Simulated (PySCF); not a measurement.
System: C2H10B2SSi.

```xyz
16

B     3.8755    0.4726   -0.0296
B     2.3231   -0.0187   -0.1610
S     1.4387   -0.7829    1.1866
Si   -0.5469   -1.1480    0.3871
C    -1.4483    0.5053    0.1329
C    -2.8256    0.3343   -0.4994
H     4.1673    1.5643    0.2883
H     4.7834   -0.2249   -0.2863
H     1.7094    0.1053   -1.1609
H    -1.1610   -1.9717    1.4220
H    -0.3971   -1.8777   -0.8720
H    -1.5575    1.0130    1.0948
H    -0.8478    1.1685   -0.4953
H    -3.4550   -0.3009    0.1190
H    -2.7449   -0.1263   -1.4811
H    -3.3209    1.2966   -0.6150
```

Geometry: GFN2-xTB.

Computed with wB97X-D/def2-SVPD, SCF density, gas phase (PySCF).

What will maps of the electron density and electron localisation function show?

Answer. B–B (1.63 Å): the density is about 1.2 e/Å³ at the midpoint; the ELF peaks at about 1 between the atoms: a covalent bond.
B–S (1.78 Å): ρ at the midpoint is about 1.2 e/Å³; the ELF peaks at about 0.95 between the atoms: a covalent bond.
Si–S (2.17 Å): ρ at the midpoint is about 0.79 e/Å³; the ELF peaks at about 0.95 between the atoms, as expected for a shared electron pair.

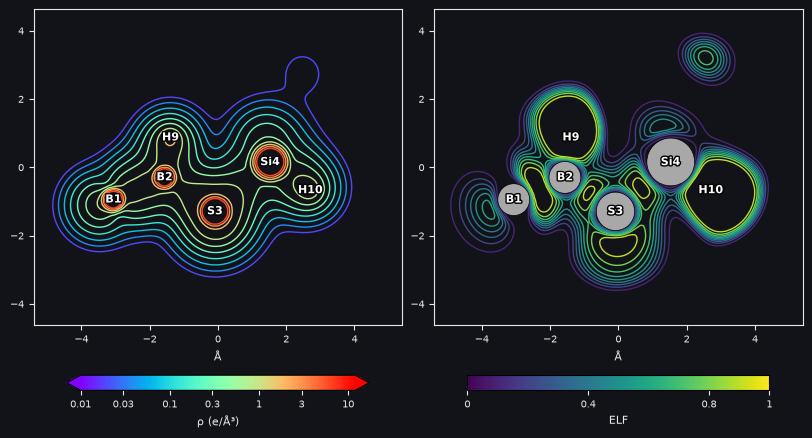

Computed electron density and electron localisation function on the plane of atoms B1, B2 and S3, in this order. Grey discs cover the atomic cores in the ELF map. 
